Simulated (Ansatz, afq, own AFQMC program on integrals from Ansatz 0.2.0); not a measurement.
**GeNH3 (singlet): quantum Monte Carlo beside coupled cluster at distance Ge1–N2 = 1.566 Å, cc-pVDZ**

Aim: compute GeNH3 (singlet) with auxiliary-field quantum Monte Carlo on the same integrals as coupled cluster, and set the energies side by side.

Method: cc-pVDZ, frozen cores; program: Ansatz 0.2.0, Gaussian basis, and an in-house AFQMC program (afq) on its integrals; all values are calculated.

To be run: PBE (unrestricted); r2SCAN (unrestricted); PBE0 (unrestricted); B3LYP (unrestricted); wB97M-V (unrestricted); B2PLYP (unrestricted); CCSD(T) on RHF; CCSDT(Q) on RHF; Phaseless AFQMC, CISD trial on RHF; Phaseless AFQMC, single-determinant trial on RHF; Free-projection AFQMC, CISD trial on RHF; Phaseless AFQMC, single-determinant trial on RHF; UHF.

3 further runs of the same task are left out: 3 that didn't finish.

### Step 1. The geometry

The geometry derives from a PBE0/def2-TZVP stationary point (not a proven minimum). One bond is set to the value named and the two fragments are kept rigid. No spin-orbit coupling is included. The filled d shell of Ge may be among the frozen orbitals whatever the setting's name suggests; the logs give the count.

5 atoms, charge 0, spin multiplicity 1.

Atoms are counted from 1 here; the program's logs count them from 0.

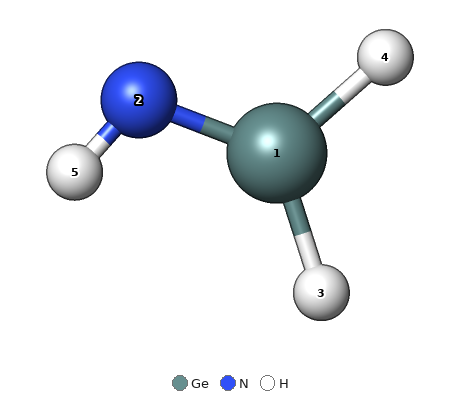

The structure; germanium teal, nitrogen blue, hydrogen white; atoms are numbered from 1 in the order of the file.

Coordinates:

```xyz
5
charge 0, multiplicity 1
Ge    0.00000    0.01163    0.24733
N     0.00000   -0.11893   -1.31322
H     0.00000    1.29072    1.10962
H     0.00000   -1.27643    1.07107
H     0.00000    0.80011   -1.75605
```

### Step 2. PBE (unrestricted)

in.yaml reads:

```yaml
crystal:
  periodic: [false, false, false]
  atoms:
    - {symbol: Ge, position_ang: [0.000000, 0.011632, 0.247327]}
    - {symbol: N, position_ang: [0.000000, -0.118932, -1.313220]}
    - {symbol: H, position_ang: [0.000000, 1.290716, 1.109617]}
    - {symbol: H, position_ang: [0.000000, -1.276434, 1.071073]}
    - {symbol: H, position_ang: [0.000000, 0.800114, -1.756050]}
basis:
  gaussian: {orbitals: cc-pVDZ}
magnetization: {spin_polarized: true, initial_magnetization: 0}
hamiltonian: {xc: {name: PBE}}
output: {orbitals: {seedname: orbitals}}
```

Started as:

```
ansatz run in.yaml --threads 1 --pin off --events-out ev --progress --plain --max-ram 1382MiB
```

Log:

```text
Functional definition: PBE
  name "PBE"
  cite "Perdew, Burke & Ernzerhof, Phys. Rev. Lett. 77, 3865 (1996) doi:10.1103/PhysRevLett.77.3865"
  parent pbe
  parameter kappa = 0.804
  parameter beta = 0.06672455060314922
  exchange = pbe_x(kappa = kappa, mu = beta*pi^2/3)
  correlation = pbe_c(beta = beta)
747 factors; their error is unknown
mean field evaluation 1: about -58031.5060 eV, gradient 5.2e1 eV
mean field evaluation 2: about -57925.3977 eV, gradient 1.1e2 eV
mean field evaluation 4: about -58043.0766 eV, gradient 7.4e0 eV
mean field evaluation 8: about -58043.5120 eV, gradient 1.3e-1 eV
mean field evaluation 16: about -58043.5003 eV, gradient 6.4e-5 eV
mean field -58043.50025785 eV, -2133.0592911785 hartree, gradient 6.4e-5 eV, S^2 0.000000; 0 other end points of the search recorded, 0 dependent functions left out
reference -58043.50028663 eV, -2133.0592922360 hartree; 21, 21 occupied and 35, 35 virtual orbitals, 747 factors
Total energy: -58043.50028663 eV, -2133.0592922360 hartree
```

Wall time 1.6 s (1 thread of Arm Neoverse V1, shared host).

From the report: ⟨S²⟩ of the determinant 0.000 (pure singlet: 0.00).

### Step 3. r2SCAN (unrestricted)

Changes to in.yaml since step 2:

```diff
@@ -11,3 +11,2 @@
 magnetization: {spin_polarized: true, initial_magnetization: 0}
-hamiltonian: {xc: {name: PBE}}
-output: {orbitals: {seedname: orbitals}}
+hamiltonian: {xc: {name: r2SCAN}}
```

Same command.

Log:

```text
Functional definition: r2SCAN
  name "r2SCAN"
  cite "Furness, Kaplan, Ning, Perdew & Sun, J. Phys. Chem. Lett. 11, 8208 (2020) doi:10.1021/acs.jpclett.0c02405"
  cite "Furness, Kaplan, Ning, Perdew & Sun, J. Phys. Chem. Lett. 11, 9248 (2020) doi:10.1021/acs.jpclett.0c03077"
  parent r2scan
  parameter k0 = 0.174
  parameter k1 = 0.065
  parameter a1 = 4.9479
  exchange = r2scan_x(k0 = k0, k1 = k1, a1 = a1)
  correlation = r2scan_c
747 factors; their error is unknown
mean field evaluation 1: about -58042.7906 eV, gradient 4.8e1 eV
mean field evaluation 2: about -57959.3230 eV, gradient 1.1e2 eV
mean field evaluation 4: about -58052.5030 eV, gradient 6.7e0 eV
mean field evaluation 8: about -58052.8195 eV, gradient 1.3e-1 eV
mean field evaluation 16: about -58052.8077 eV, gradient 5.5e-5 eV
mean field -58052.80768617 eV, -2133.4013328606 hartree, gradient 5.5e-5 eV, S^2 0.000000; 0 other end points of the search recorded, 0 dependent functions left out
reference -58052.80769526 eV, -2133.4013331946 hartree; 21, 21 occupied and 35, 35 virtual orbitals, 747 factors
Total energy: -58052.80769526 eV, -2133.4013331946 hartree
```

Run time: 4.3 s. Hardware: 1 thread of Arm Neoverse V1, shared host.

From the report: ⟨S²⟩ of the determinant 0.000 (pure singlet: 0.00).

### Step 4. PBE0 (unrestricted)

Changes to in.yaml since step 3:

```diff
@@ -11,2 +11,3 @@
 magnetization: {spin_polarized: true, initial_magnetization: 0}
-hamiltonian: {xc: {name: r2SCAN}}
+hamiltonian: {xc: {name: PBE0}}
+output: {orbitals: {seedname: orbitals}}
```

Launched as before.

Log:

```text
Functional definition: PBE0
  name "PBE0"
  cite "Adamo & Barone, J. Chem. Phys. 110, 6158 (1999) doi:10.1063/1.478522"
  cite "Perdew, Burke & Ernzerhof, Phys. Rev. Lett. 77, 3865 (1996) doi:10.1103/PhysRevLett.77.3865"
  parent pbe
  parameter a = 0.25
  parameter kappa = 0.804
  parameter beta = 0.06672455060314922
  exchange = (1 - a)*pbe_x(kappa = kappa, mu = beta*pi^2/3) + a*exact_x
  correlation = pbe_c(beta = beta)
596 factors; integrals over basis functions are off by at most 1.1e-3 eV
mean field evaluation 1: about -58036.6373 eV, gradient 4.3e1 eV
mean field evaluation 2: about -57990.4969 eV, gradient 9.2e1 eV
mean field evaluation 4: about -58044.9325 eV, gradient 2.5e0 eV
mean field evaluation 8: about -58045.0237 eV, gradient 3.0e-1 eV
mean field evaluation 16: about -58045.0241 eV, gradient 3.1e-5 eV
mean field -58045.02410703 eV, -2133.1152916029 hartree, gradient 3.1e-5 eV, S^2 0.000000; 0 other end points of the search recorded, 0 dependent functions left out
reference -58045.02412863 eV, -2133.1152923966 hartree; 21, 21 occupied and 35, 35 virtual orbitals, 596 factors
Total energy: -58045.02412863 eV, -2133.1152923966 hartree
```

Run time: 2.2 s. Hardware: 1 thread of Arm Neoverse V1, shared host.

From the report: ⟨S²⟩ of the determinant 0.000 (pure singlet: 0.00).

### Step 5. B3LYP (unrestricted)

Changes to in.yaml since step 4:

```diff
@@ -11,3 +11,2 @@
 magnetization: {spin_polarized: true, initial_magnetization: 0}
-hamiltonian: {xc: {name: PBE0}}
-output: {orbitals: {seedname: orbitals}}
+hamiltonian: {xc: {name: B3LYP}}
```

The command is unchanged.

Log:

```text
Functional definition: B3LYP
  name "B3LYP"
  cite "Stephens, Devlin, Chabalowski & Frisch, J. Phys. Chem. 98, 11623 (1994) doi:10.1021/j100096a001"
  cite "Becke, Phys. Rev. A 38, 3098 (1988) doi:10.1103/PhysRevA.38.3098"
  cite "Lee, Yang & Parr, Phys. Rev. B 37, 785 (1988) doi:10.1103/PhysRevB.37.785"
  cite "Vosko, Wilk & Nusair, Can. J. Phys. 58, 1200 (1980) doi:10.1139/p80-159"
  parameter a0 = 0.2
  parameter ax = 0.72
  parameter ac = 0.81
  exchange = (1 - a0 - ax)*slater_x + ax*b88_x + a0*exact_x
  correlation = (1 - ac)*vwn_rpa_c + ac*lyp_c
596 factors; integrals over basis functions are off by at most 1.1e-3 eV
mean field evaluation 1: about -58045.4274 eV, gradient 4.7e1 eV
mean field evaluation 2: about -57980.9771 eV, gradient 1.0e2 eV
mean field evaluation 4: about -58055.1083 eV, gradient 3.7e0 eV
mean field evaluation 8: about -58055.2437 eV, gradient 1.1e-1 eV
mean field evaluation 16: about -58055.2437 eV, gradient 2.6e-5 eV
mean field -58055.24372201 eV, -2133.4908555261 hartree, gradient 2.6e-5 eV, S^2 0.000000; 0 other end points of the search recorded, 0 dependent functions left out
reference -58055.24392140 eV, -2133.4908628537 hartree; 21, 21 occupied and 35, 35 virtual orbitals, 596 factors
Total energy: -58055.24392140 eV, -2133.4908628537 hartree
```

Run time: 2.2 s. Hardware: 1 thread of Arm Neoverse V1, shared host.

From the report: ⟨S²⟩ of the determinant 0.000 (pure singlet: 0.00).

### Step 6. wB97M-V (unrestricted)

Changes to in.yaml since step 5:

```diff
@@ -11,2 +11,3 @@
 magnetization: {spin_polarized: true, initial_magnetization: 0}
-hamiltonian: {xc: {name: B3LYP}}
+hamiltonian: {xc: {name: wB97M-V}}
+output: {orbitals: {seedname: orbitals}}
```

Launched as before.

Log:

```text
Functional definition: wB97M-V
  name "wB97M-V"
  cite "Mardirossian & Head-Gordon, J. Chem. Phys. 144, 214110 (2016) doi:10.1063/1.4952647"
  cite "Becke, J. Chem. Phys. 107, 8554 (1997) doi:10.1063/1.475007"
  cite "Vydrov & Van Voorhis, J. Chem. Phys. 133, 244103 (2010) doi:10.1063/1.3521275"
  # Of w^i u^j: cxij and so on, Table III.
  parameter omega = 0.3/bohr
  parameter cx = 0.15
  parameter cx01 = 1.007
  parameter cx10 = 0.259
  parameter css00 = 0.443
  parameter css04 = -1.437
  parameter css10 = -4.535
  parameter css20 = -3.390
  parameter css43 = 4.278
  parameter cos00 = 1.000
  parameter cos10 = 1.358
  parameter cos20 = 2.924
  parameter cos21 = -8.812
  parameter cos60 = -1.390
  parameter cos61 = 9.142
  parameter b = 6.0
  parameter c = 0.01
  gx(w, u) = 1 - cx + cx01*u + cx10*w
  gss(w, u) = css00 + css04*u^4 + css10*w + css20*w^2 + css43*w^4*u^3
  gos(w, u) = cos00 + cos10*w + (cos20 + cos21*u)*w^2 + (cos60 + cos61*u)*w^6
  exchange = spin_sum(e_x_unif_sr(omega)*gx(b97_w, b97_u_x)) + cx*exact_x_sr(omega) + exact_x_lr(omega)
  correlation = spin_sum(e_c_pw_mod_same_spin*gss(b97_w, b97_u_same))
      + integral(e_c_pw_mod_opposite_spin*gos(b97_w_opposite, b97_u_opposite)) + vv10(b, c)
596 factors; integrals over basis functions are off by at most 1.1e-3 eV
172 factors; integrals over basis functions are off by at most 4.2e-6 eV
mean field evaluation 1: about -58043.5768 eV, gradient 3.8e1 eV
mean field evaluation 2: about -58034.7745 eV, gradient 5.6e1 eV
mean field evaluation 4: about -58049.9800 eV, gradient 6.5e-1 eV
mean field evaluation 8: about -58050.0149 eV, gradient 7.6e-2 eV
mean field evaluation 16: about -58050.0150 eV, gradient 5.2e-5 eV
mean field -58050.01501042 eV, -2133.2987039196 hartree, gradient 5.2e-5 eV, S^2 0.000000; 0 other end points of the search recorded, 0 dependent functions left out
reference -58050.01504383 eV, -2133.2987051475 hartree; 21, 21 occupied and 35, 35 virtual orbitals, 596 factors
Total energy: -58050.01504383 eV, -2133.2987051475 hartree
```

Wall time 9.5 s (1 thread of Arm Neoverse V1, shared host).

From the report: ⟨S²⟩ of the determinant 0.000 (pure singlet: 0.00).

### Step 7. B2PLYP (unrestricted)

Changes to in.yaml since step 6:

```diff
@@ -11,3 +11,3 @@
 magnetization: {spin_polarized: true, initial_magnetization: 0}
-hamiltonian: {xc: {name: wB97M-V}}
-output: {orbitals: {seedname: orbitals}}
+hamiltonian: {xc: {name: B2PLYP}}
+correlation: {electrons: outside_noble_gas}
```

The command is unchanged.

Log:

```text
Functional definition: B2PLYP
  name "B2PLYP"
  cite "Grimme, J. Chem. Phys. 124, 034108 (2006) doi:10.1063/1.2148954"
  cite "Becke, Phys. Rev. A 38, 3098 (1988) doi:10.1103/PhysRevA.38.3098"
  cite "Lee, Yang & Parr, Phys. Rev. B 37, 785 (1988) doi:10.1103/PhysRevB.37.785"
  parameter a = 0.53
  parameter c = 0.27
  exchange = (1 - a)*b88_x + a*exact_x
  correlation = (1 - c)*lyp_c + c*(mp2_os + mp2_ss)
596 factors; integrals over basis functions are off by at most 1.1e-3 eV
mean field evaluation 1: about -58032.3114 eV, gradient 3.7e1 eV
mean field evaluation 2: about -58032.3120 eV, gradient 3.7e1 eV
mean field evaluation 4: about -58038.4032 eV, gradient 3.7e0 eV
mean field evaluation 8: about -58038.5081 eV, gradient 1.1e-1 eV
mean field evaluation 16: about -58038.5082 eV, gradient 4.1e-6 eV
mean field -58038.50824473 eV, -2132.8758380799 hartree, gradient 4.1e-6 eV, S^2 0.000000; 2 other end points of the search recorded, 0 dependent functions left out
15 core orbitals not correlated: weight in the atoms' cores, before any rotation towards them, 0.989 or more for the frozen orbitals, at most 0.010 for the correlated occupied ones
reference -58038.50837191 eV, -2132.8758427537 hartree; 6, 6 occupied and 35, 35 virtual orbitals, 596 factors
second order -9.30100219 eV of doubles, -0.00000000 eV of singles
Total energy: -58041.01964250 eV, -2132.9681302458 hartree
```

It took 3 s on 1 thread of Arm Neoverse V1, shared host.

From the report: ⟨S²⟩ of the determinant 0.000 (pure singlet: 0.00).

### Step 8. CCSD(T) on RHF

Changes to in.yaml since step 7:

```diff
@@ -10,4 +10,3 @@
   gaussian: {orbitals: cc-pVDZ}
-magnetization: {spin_polarized: true, initial_magnetization: 0}
-hamiltonian: {xc: {name: B2PLYP}}
-correlation: {electrons: outside_noble_gas}
+magnetization: {spin_polarized: false}
+correlation: {method: ccsd_t, electrons: outside_noble_gas, hamiltonian_folder: ham}
```

The command is unchanged.

Log:

```text
Functional definition: HF
  name "HF"
  cite "Fock, Z. Phys. 61, 126 (1930) doi:10.1007/BF01340294"
  parent pbe
  exchange = exact_x
  correlation = 0
596 factors; integrals over basis functions are off by at most 1.1e-3 eV
mean field evaluation 1: about -57995.8412 eV, gradient 3.9e1 eV
mean field evaluation 2: about -57995.8447 eV, gradient 3.9e1 eV
mean field evaluation 4: about -57999.3937 eV, gradient 2.5e0 eV
mean field evaluation 8: about -57999.4345 eV, gradient 9.6e-2 eV
mean field evaluation 16: about -57999.4237 eV, gradient 7.1e-1 eV
mean field -57999.43461780 eV, -2131.4399087753 hartree, gradient 2.5e-6 eV, S^2 0.000000; 0 other end points of the search recorded, 0 dependent functions left out; unrestricted orbitals would lower it
15 core orbitals not correlated: weight in the atoms' cores, before any rotation towards them, 0.992 or more for the frozen orbitals, at most 0.007 for the correlated occupied ones
reference -57999.43461780 eV, -2131.4399087753 hartree; 6, 6 occupied and 35, 35 virtual orbitals, 596 factors
second order -7.35071170 eV of doubles, -0.00000000 eV of singles
cycle   1  -7.57190841 eV  change   -2.2e-1 eV  update   9.0e-2
cycle   2  -7.84792365 eV  change   -2.8e-1 eV  update   3.0e-2
cycle   3  -7.94218598 eV  change   -9.4e-2 eV  update   1.7e-2
cycle   4  -7.93647398 eV  change    5.7e-3 eV  update   4.2e-3
cycle   5  -7.93733062 eV  change   -8.6e-4 eV  update   1.8e-3
cycle   6  -7.93747271 eV  change   -1.4e-4 eV  update   5.1e-4
cycle   7  -7.93733919 eV  change    1.3e-4 eV  update   1.9e-4
cycle   8  -7.93738068 eV  change   -4.1e-5 eV  update   7.1e-5
cycle   9  -7.93736461 eV  change    1.6e-5 eV  update   1.9e-5
cycle  10  -7.93735799 eV  change    6.6e-6 eV  update   7.2e-6
perturbative correction -0.27303615 eV, -0.0100338934 hartree
Total energy: -58007.64501194 eV, -2131.7416351946 hartree
```

Wall time 1 s (1 thread of Arm Neoverse V1, shared host).

From the report: correlation -8.2104 eV; T1 0.018; largest double amplitude 0.12.

This run also writes the integrals to the folder ham.

### Step 9. CCSDT(Q) on RHF

Changes to in.yaml since step 8:

```diff
@@ -11,2 +11,2 @@
 magnetization: {spin_polarized: false}
-correlation: {method: ccsd_t, electrons: outside_noble_gas, hamiltonian_folder: ham}
+correlation: {method: ccsdt_q, electrons: outside_noble_gas}
```

The command is unchanged.

Log:

```text
Functional definition: HF
  name "HF"
  cite "Fock, Z. Phys. 61, 126 (1930) doi:10.1007/BF01340294"
  parent pbe
  exchange = exact_x
  correlation = 0
1104 factors; integrals over basis functions are off by at most 2.0e-7 eV
mean field evaluation 1: about -57995.8020 eV, gradient 3.9e1 eV
mean field evaluation 2: about -57995.8451 eV, gradient 3.9e1 eV
mean field evaluation 4: about -57999.3902 eV, gradient 2.5e0 eV
mean field evaluation 8: about -57999.4347 eV, gradient 9.6e-2 eV
mean field evaluation 16: about -57999.3794 eV, gradient 7.1e-1 eV
mean field -57999.43479988 eV, -2131.4399154668 hartree, gradient 2.8e-6 eV, S^2 0.000000; 0 other end points of the search recorded, 0 dependent functions left out; unrestricted orbitals would lower it
15 core orbitals not correlated: weight in the atoms' cores, before any rotation towards them, 0.992 or more for the frozen orbitals, at most 0.007 for the correlated occupied ones
reference -57999.43479988 eV, -2131.4399154668 hartree; 6, 6 occupied and 35, 35 virtual orbitals, 1104 factors
second order -7.35074299 eV of doubles, -0.00000000 eV of singles
cycle   1  -7.57190788 eV  change   -2.2e-1 eV  update   1.0e-1
cycle   2  -7.96705923 eV  change   -4.0e-1 eV  update   5.4e-2
cycle   3  -8.24352159 eV  change   -2.8e-1 eV  update   2.7e-2
cycle   4  -8.22826606 eV  change    1.5e-2 eV  update   8.2e-3
cycle   5  -8.22469825 eV  change    3.6e-3 eV  update   4.4e-3
cycle   6  -8.22746522 eV  change   -2.8e-3 eV  update   1.7e-3
cycle   7  -8.22885217 eV  change   -1.4e-3 eV  update   6.6e-4
cycle   8  -8.22860798 eV  change    2.4e-4 eV  update   2.2e-4
cycle   9  -8.22855391 eV  change    5.4e-5 eV  update   1.0e-4
cycle  10  -8.22863141 eV  change   -7.7e-5 eV  update   4.0e-5
cycle  11  -8.22858308 eV  change    4.8e-5 eV  update   1.9e-5
cycle  12  -8.22859474 eV  change   -1.2e-5 eV  update   7.3e-6
cycle  13  -8.22859126 eV  change    3.5e-6 eV  update   3.6e-6
cycle  14  -8.22859674 eV  change   -5.5e-6 eV  update   1.5e-6
cycle  15  -8.22859606 eV  change    6.8e-7 eV  update   5.5e-7
perturbative correction -0.02955529 eV, -0.0010861368 hartree
Total energy: -58007.69295123 eV, -2131.7433969313 hartree
```

Run time: 9.5 s. Hardware: 1 thread of Arm Neoverse V1, shared host.

From the report: correlation -8.2582 eV; T1 0.019; largest double amplitude 0.14.

### Step 10. Phaseless AFQMC, CISD trial on RHF

It reads the integrals that the CCSD(T) run on this determinant wrote.

Started as:

```
afq ham --method phaseless --trial cisd --walkers 60 --populations 1 --least-time 40 --time-step 0.005 --steps-per-block 50 --equilibration-blocks 28 --max-blocks 300 --target-error 0.00042 --factor-cut 1e-05 --seed 4121 --release-times 0.24,0.51,0.99,1.62,2.4 --release-step 0.03 --release-every 4 --taylor-order 6
```

Log:

```text
orbitals 41  electrons 6 6  factors 340 of 596
reference energy -2131.43990878 Eh
CCSD correlation -0.29169257 Eh in 12 cycles, weight of the determinant in the CISD state 0.8721
energy of the start -2131.731602 Eh
 block  time / (1/Eh)  mean weight  energy / Eh
     1     0.250  0.9982  -2131.728778
     2     0.500  1.0018  -2131.735975
     3     0.750  1.0007  -2131.744327
     4     1.000  0.9992  -2131.738383
     5     1.250  1.0018  -2131.746953
     6     1.500  1.0004  -2131.743414
     7     1.750  0.9972  -2131.749796
     8     2.000  1.0017  -2131.746185
     9     2.250  1.0016  -2131.753795
    10     2.500  1.0013  -2131.762261
    17     4.250  1.0023  -2131.755956
    25     6.250  0.9993  -2131.744384
    33     8.250  1.0005  -2131.736319
    41    10.250  0.9989  -2131.740652
    49    12.250  0.9996  -2131.739815
    57    14.250  0.9989  -2131.738303
    65    16.250  0.9990  -2131.740247
    73    18.250  0.9990  -2131.763959
    81    20.250  1.0008  -2131.737267
    89    22.250  0.9975  -2131.742147
    97    24.250  1.0025  -2131.742827
   105    26.250  0.9984  -2131.735742
   113    28.250  0.9988  -2131.736747
   121    30.250  1.0001  -2131.738018
   129    32.250  1.0003  -2131.744185
   137    34.250  1.0001  -2131.741227
   145    36.250  0.9990  -2131.737245
   153    38.250  1.0020  -2131.741682
   161    40.250  0.9987  -2131.754693
   169    42.250  0.9973  -2131.741984
   177    44.250  1.0007  -2131.734622
   185    46.250  1.0026  -2131.739910
   193    48.250  0.9975  -2131.735688
   201    50.250  1.0009  -2131.737123
   209    52.250  1.0002  -2131.735187
   217    54.250  0.9989  -2131.761337
   225    56.250  1.0017  -2131.748132
   233    58.250  0.9977  -2131.740159
   241    60.250  0.9989  -2131.740290
   249    62.250  0.9998  -2131.738283
   257    64.250  1.0030  -2131.742600
   265    66.250  1.0019  -2131.752613
   273    68.250  0.9991  -2131.741600
   281    70.250  0.9991  -2131.740373
   289    72.250  1.0022  -2131.741557
   297    74.250  0.9991  -2131.739301
   305    76.250  1.0001  -2131.734239
   313    78.250  1.0019  -2131.746585
   321    80.250  0.9989  -2131.730696
blocks merged  error / Eh  count
     1  0.000344  300
     2  0.000410  150
     4  0.000515  75
     8  0.000635  37
    16  0.000666  18
    32  0.000827  9
released: time / (1/Eh)  energy / Eh  error  mean overlap
  0.24  -2131.743205  0.000709  0.9979
  0.51  -2131.743492  0.000627  0.9892
  0.99  -2131.743420  0.000645  0.9971
  1.62  -2131.744024  0.000812  0.9838
  2.40  -2131.744858  0.000901  0.9832
energy -2131.741462 +/- 0.000666 Eh
```

It took 4.7 min on 1 thread of Arm Neoverse V1, shared host.

Energy -58007.6403 ± 0.0181 eV. Caveats: constraint bias not in the error; error above the target. The error still grows with block length (0.0173 to 0.0225 eV), so the bar may be too small.

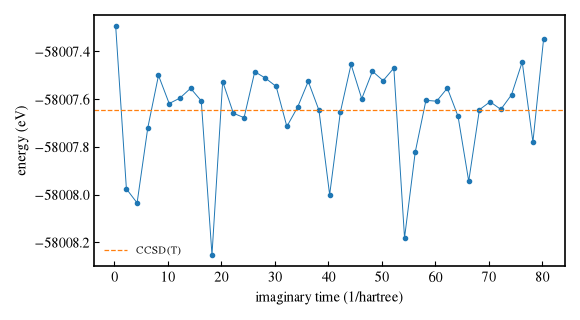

Block energies along the walk.

[end of part 1 of 2]
